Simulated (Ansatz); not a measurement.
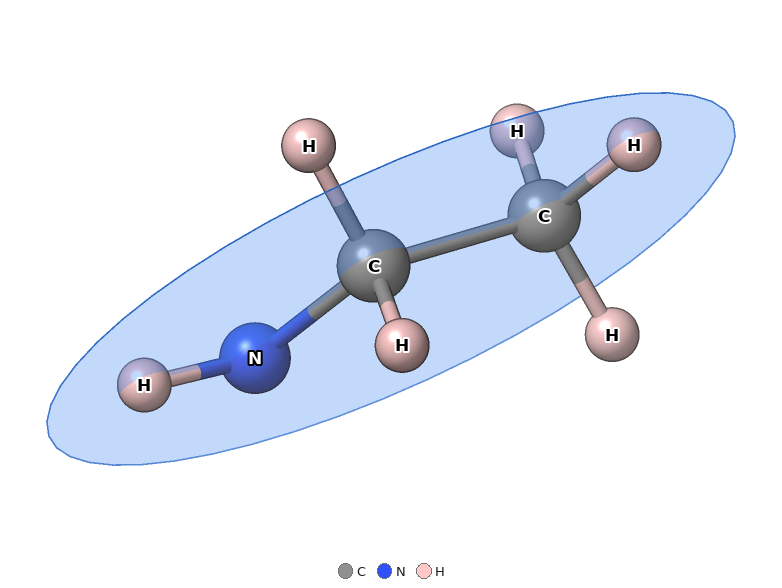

All proper rotation axes (lines) and mirror planes (discs) of the structure are drawn in. Distant atoms are faded towards the background colour. State: neutral, doublet. Computed geometry: PBE-D4/def2-SVP optimisation. No frequency run is at hand to confirm it as a minimum.

Q: Name the symmetry elements and the point group.

A: It has 1 mirror plane. Point group Cs. The group has 2 operations. The geometry is achiral, and symmetry allows a dipole moment.
